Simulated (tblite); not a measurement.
Si2H5S (charge −1): property calculation

The run: property calculation of Si2H5S, charge −1. Method and program: GFN1-xTB, R-SCC, in an applied electric field (tblite 0.8.0).

The run did not end well. The atoms were displaced at random from an optimised geometry.

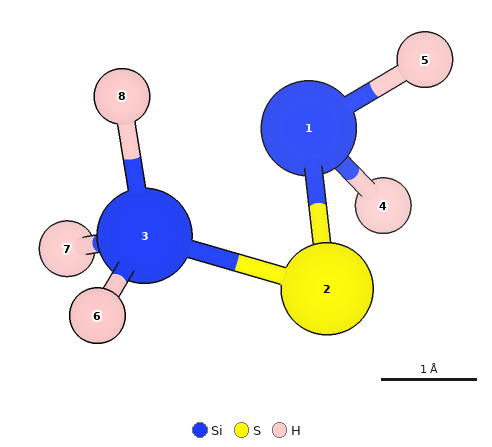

**Figure 1.** The structure as given in the input (ball-and-stick view, seen at a tilt; atoms are numbered from 1 in the order of the input). Bond lengths as drawn: H–Si 1.41 to 1.63 Å and S–Si 2.00 to 2.24 Å.

The input (script.py):
```python
import json
import numpy as np
from tblite.interface import Calculator
from tblite.library import ffi
from tblite.interface import symbols_to_numbers

geometry = """
Si    -0.978532     1.044578    -0.389142
S      0.841537     0.018213    -1.200462
Si     0.634035    -0.711713     0.655049
H     -1.848540     0.751236    -1.734565
H     -0.637377     2.405774    -0.837389
H      1.762571    -1.550727     0.779401
H     -0.578362    -1.459935     0.949498
H      0.679799     0.336760     1.786940
"""
lines = [l.split() for l in geometry.strip().splitlines()]
symbols = [l[0] for l in lines]
numbers = np.array(symbols_to_numbers(symbols))
positions = np.array([l[1:4] for l in lines], float) / 0.529177210903

xtb = Calculator("GFN1-xTB", numbers, positions, charge=-1, uhf=0)
xtb.set("verbosity", 0)
xtb.set("max-iter", 100)
xtb.set("mixer-damping", 0.05)
xtb.add("electric-field", ffi.new("double[3]", [0.0274, 0.0122, -0.008]))  # atomic units
xtb.add("bond-orders")
xtb.add("molecular-multipoles")
result = xtb.singlepoint()

thr = 0.3
print(f"Energy: {result.get('energy') * 27.211386:.8f} eV")
eps = np.atleast_2d(result.get("orbital-energies")) * 27.211386
occ = np.atleast_2d(result.get("orbital-occupations"))
filled = occ.sum(axis=0) if eps.shape[0] == 1 else occ[0]
homo = np.nonzero(filled > 0.5)[0].max()
print("  MO   occupation   energy/eV")
for i in range(max(0, homo - 4), min(eps.shape[1], homo + 5)):
    print(f"{i + 1:4d} {filled[i]:10.4f} {eps[0, i]:12.4f}")
mu = result.get("dipole") * 2.541746
print(f"Dipole moment: {np.linalg.norm(mu):.4f} D, components " + " ".join(f"{c:.4f}" for c in mu))
q = result.get("charges")
print("atom     charge    atomic energy/Eh")
for i, (s, e) in enumerate(zip(symbols, result.get("energies"))):
    print(f"{s:<2}{i + 1:<3} {q[i]:9.4f} {e:14.6f}")
bo = result.get("bond-orders")
bo = bo[..., 0] if bo.ndim == 3 else bo
print("Bond orders above {}:".format(thr))
for i in range(len(symbols)):
    for k in range(i):
        if bo[i, k] > thr:
            print(f"  {symbols[k]}{k + 1}-{symbols[i]}{i + 1}  {bo[i, k]:.3f}")
print("traceless quadrupole (xx xy yy xz yz zz, e bohr^2):", np.round(result.get("quadrupole"), 4))
out = {k: np.asarray(result.get(k)).tolist() for k in ("energy", "gradient", "charges", "dipole", "orbital-energies", "orbital-occupations", "bond-orders", "energies", "quadrupole")}
out.update(symbols=symbols, positions=(positions * 0.529177210903).tolist())
json.dump(out, open("results.json", "w"))
```

Hardware: 1 thread of Intel Xeon (Granite Rapids), 192 GiB of memory available, shared host.

Launch command:
```bash
python script.py
```

What the program printed:
```
tblite.exceptions.TBLiteRuntimeError: SCF not converged in 100 cycles
```

What the run reported:

```json
{"quantity": "outcome", "value": "not converged"}
{"quantity": "peak memory", "value": "0.065 GiB"}
```

What went wrong:

Settings chosen away from the usual ones: damping; field; max_iter. The run did not converge. Its last values are not results.
